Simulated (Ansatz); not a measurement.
Ga3SbSe4

```yaml
crystal:
  lattice:
    - [3.93723, 0.00000, 0.00000]
    - [-1.96861, 3.40974, 0.00000]
    - [0.00000, 0.00000, 16.88780]
  atoms:
    - { symbol: Ga, position: [0.33333, 0.66667, 0.60173] }
    - { symbol: Ga, position: [0.33333, 0.66667, 0.45495] }
    - { symbol: Ga, position: [0.66667, 0.33333, 0.20315] }
    - { symbol: Sb, position: [0.00000, 0.00000, 0.99201] }
    - { symbol: Se, position: [0.33333, 0.66667, 0.10998] }
    - { symbol: Se, position: [0.66667, 0.33333, 0.89832] }
    - { symbol: Se, position: [0.00000, 0.00000, 0.66755] }
    - { symbol: Se, position: [0.00000, 0.00000, 0.38832] }
```

Space group P3m1; a generated structure, not necessarily the stable one.

Computed with DFT PBE, scalar-relativistic, plane waves, PAW in Ansatz.

Q: Predict the valence pseudo-density and electron localisation function between the atoms.

A: Ga–Ga (2.48 Å): the density is about 0.45 e/Å³ at the midpoint; the ELF peaks at about 0.75 between the atoms.
Ga–Se (2.53 Å): ρ is about 0.44 e/Å³ halfway; the ELF is about 0.70 at the midpoint.
Sb–Se (2.77 Å): ρ at the midpoint is about 0.37 e/Å³; the ELF is about 0.55 at the midpoint.
Ga–Se (2.76 Å): the density is about 0.28 e/Å³ at the midpoint; the ELF is about 0.50 at the midpoint and 0.25 at its lowest between the atoms.
Bader's partition of the density gives Ga +0.48 to +0.67, Sb +0.93 and Se −0.81 to −0.58 e.

Q: What Bader charges does the calculation give?

A: Electrons move from Ga and Sb towards Se. Bader charges: Ga +0.48 to +0.67, Sb +0.93 and Se −0.81 to −0.58 e.

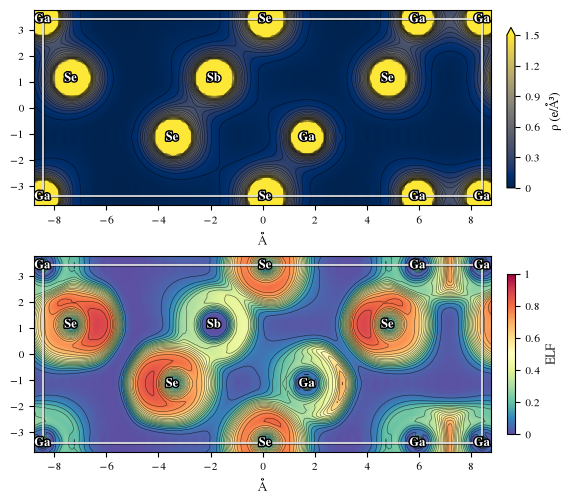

Computed valence pseudo-density and electron localisation function on the (110) plane of the conventional cell, in this order. 

The density is the valence pseudo-density of a PAW calculation; it isn't the true density close to the nuclei.
